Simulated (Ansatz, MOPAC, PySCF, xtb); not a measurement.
BrH3Sn (SMILES [Br][SnH3]) and NH3 (SMILES N) are pulled apart as rigid monomers along the line of their centres of mass, from the B3LYP-D3(BJ)/def2-TZVP minimum. Starting geometry (charge 0, multiplicity 1):
```xyz
9

Br     2.333    -0.326     0.978
Sn     0.438     1.062     0.043
H      1.138     1.631    -1.423
H      0.137     2.386     1.068
H     -0.883     0.055    -0.324
N     -0.588    -0.058     2.671
H     -1.511     0.118     3.053
H     -0.476    -1.060     2.570
H      0.097     0.249     3.352
```

Interaction energies with rigid monomers; basis-set methods are counterpoise corrected unless marked otherwise.

The state reached by PM3 isn't checked.

Programs: Ansatz (Gaussian basis) for Hartree–Fock, density functionals and correlated methods; MOPAC for PM3 (differences of heats of formation); PySCF for the dispersion terms; xtb for the GFN methods.  In def2 rows elements past Kr take small-core potentials, without spin–orbit coupling.

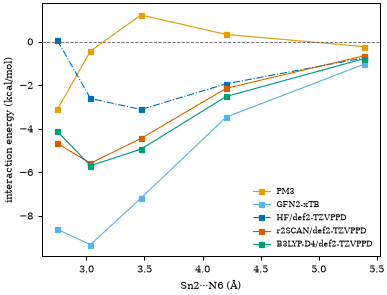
Interaction energy against separation

Q: Which level binds most strongly at Sn2···N6 = 3.03, and by how much?

A: GFN2-xTB, -9.3 kcal/mol.

Ansatz is an electronic-structure program.
